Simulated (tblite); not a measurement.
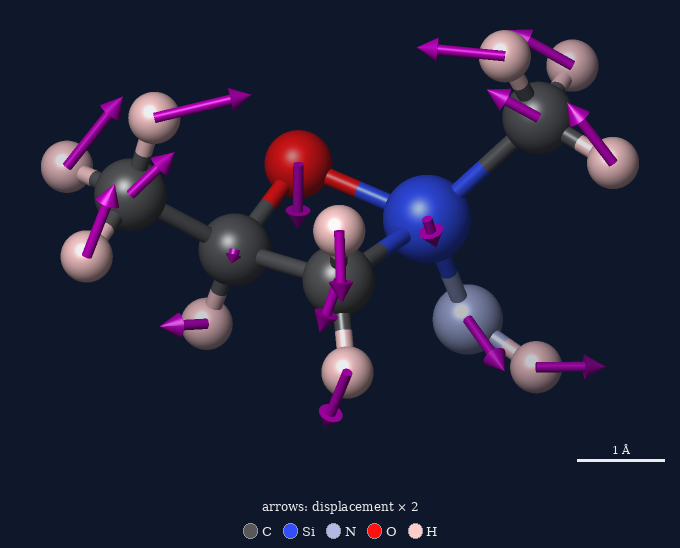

This is a relaxation of C₄H₁₀NOSi (multiplicity 2). The starting structure is drawn; purple arrows show the displacements, 2 times their true length. The two geometries are superimposed by the best rigid fit.

The picture is a ball-and-stick view, seen at a tilt.

Computed with GFN2-xTB geometry optimisation, gas phase in tblite 0.8.0. 

> What did the optimiser do to the structure, and how much energy did it gain?

The atom that moves furthest after the best rigid fit is an H atom (0.57 Å). By element the largest moves are H 0.57 Å, N 0.44 Å, O 0.42 Å, C 0.36 Å, Si 0.21 Å. Near-neighbour distances that change, for instance: C–Si 1.853 → 2.012 Å, C–Si 1.821 → 1.905 Å, N–Si 1.731 → 1.653 Å, C–C 1.581 → 1.509 Å. Among the angles between lasting bonds that change: Si–N–H 108.3° → 122.1°, C–Si–N 116.8° → 128.1°, C–Si–N 114.2° → 104.0°. Groups turn about N–Si by about 35°, C–Si by about 20°. The energy falls by 0.614 eV in 86 geometry steps.
